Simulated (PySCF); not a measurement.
The calculation's input:

```
{"job": {"kind": "nmr", "xc": "PBE0", "basis": "pcSseg-1"}, "charge": -1, "multiplicity": 1}
O      0.460937    -1.148077     1.724216
C      0.531223    -0.617884     0.617359
C     -0.470799    -0.667297    -0.459076
C     -1.604930     0.394754    -0.184929
S     -2.837242     0.328130    -1.460233
C      1.718688     0.325607     0.336443
F      2.631867     0.326116     1.321107
F      1.372208     1.617611     0.152351
F      2.394383    -0.024203    -0.787155
H     -0.956663    -1.642615    -0.476686
H     -0.033813    -0.447910    -1.433025
H     -2.051087     0.164171     0.785680
H     -1.159161     1.392084    -0.153783
```

Launched as:

```sh
OMP_NUM_THREADS=1 python probes_run.py task.json out
```

Geometry: GFN2-xTB.

Theory: PySCF 2.14.0, PBE0/pcSseg-1, SCF density, gas phase, non-relativistic.

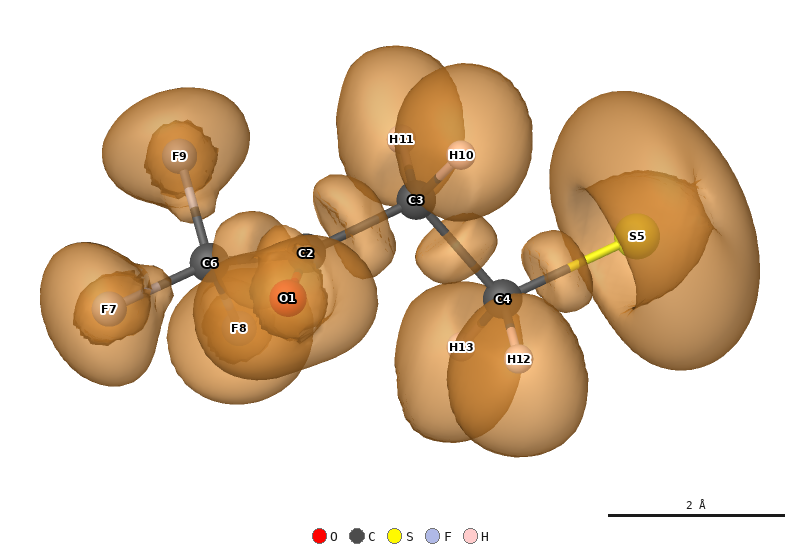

C4H4F3OS (SMILES O=C(CC[S-])C(F)(F)F) (charge −1). Isosurface of the ELF at 0.75 (orange), seen from one side. Only the valence region is drawn (cores and ρ < 0.01 e/Å³ removed).

Where are the electrons localised?

The surface consists of three regions between bonded C–C atoms (shared pairs), one region between bonded C–S atoms (shared pairs), four regions around hydrogen nuclei, three regions on F in which the atom's valence shell and bonds are merged, one region on O in which the atom's valence shell and bonds are merged and one ring or bowl of non-bonding electrons around S. Profiles from the grid: C–O (1.23 Å): the ELF peaks at about 0.85 between the atoms, as expected for a short, strongly polar bond. C–F (1.34 Å): the ELF peaks at about 0.85 between the atoms (a shared but strongly polarised pair).
